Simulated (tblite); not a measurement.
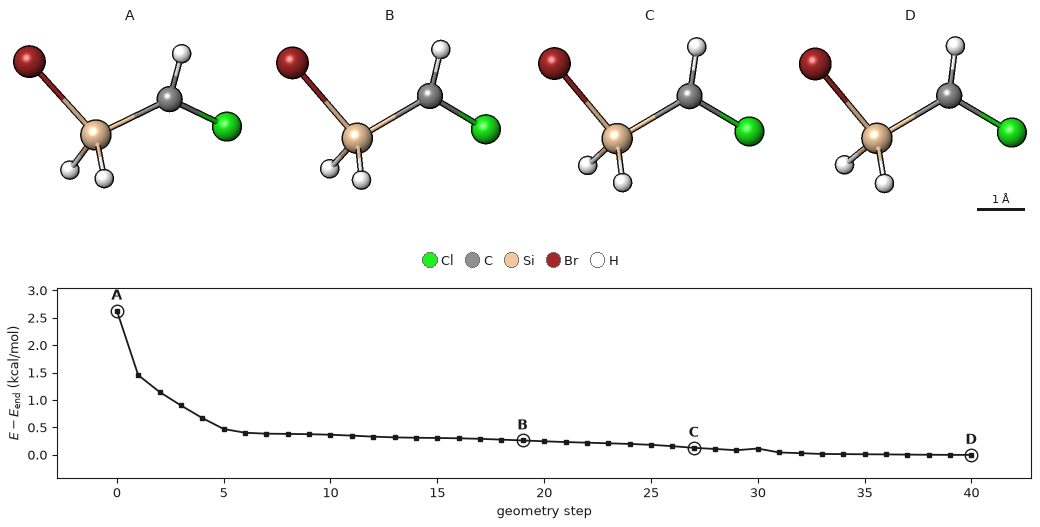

Frames of a relaxation of CH₃BrClSi (multiplicity 2), marked on the history of the run. A ball-and-stick model, seen at a tilt.

Theory: GFN2-xTB geometry optimisation, gas phase in tblite. 

**What happens along the run?**

The atom that moves furthest after the best rigid fit is an H atom (0.39 Å). By element the largest moves are H 0.39 Å, Cl 0.38 Å, Br 0.22 Å, Si 0.08 Å, C 0.08 Å. Among the contacts that change: C–Si 1.814 → 1.849 Å, H–Si 1.488 → 1.458 Å, Br–Si 2.199 → 2.217 Å, C–H 1.095 → 1.080 Å. Among the angles between lasting bonds that change: Cl–C–Si 129.1° → 121.7°, C–Si–Br 109.1° → 103.2°, Si–C–H 118.9° → 124.3°. Groups turn about C–Si by about 25°. After 40 geometry steps the energy has fallen by 2.63 kcal/mol. From step 0 to 19: an H atom moves most (0.12 Å), energy −2.37 kcal/mol. From step 19 to 27: an H atom moves most (0.21 Å), energy −0.13 kcal/mol. From step 27 to 40: the Cl atom moves most (0.13 Å), energy −0.13 kcal/mol.

| step | E − E(0), kcal/mol |
| --- | --- |
| 0 | 0.00 |
| 1 | -1.18 |
| 2 | -1.48 |
| 3 | -1.73 |
| 4 | -1.96 |
| 5 | -2.16 |
| 6 | -2.23 |
| 7 | -2.24 |
| 8 | -2.25 |
| 9 | -2.25 |
| 10 | -2.26 |
| 12 | -2.30 |
| 13 | -2.31 |
| 15 | -2.32 |
| 16 | -2.33 |
| 18 | -2.35 |
| 19 | -2.37 |
| 21 | -2.40 |
| 23 | -2.42 |
| 24 | -2.43 |
| 26 | -2.47 |
| 27 | -2.50 |
| 29 | -2.55 |
| 31 | -2.59 |
| 32 | -2.60 |
| 34 | -2.62 |
| 35 | -2.62 |
| 37 | -2.63 |
| 38 | -2.63 |
| 40 | -2.63 |
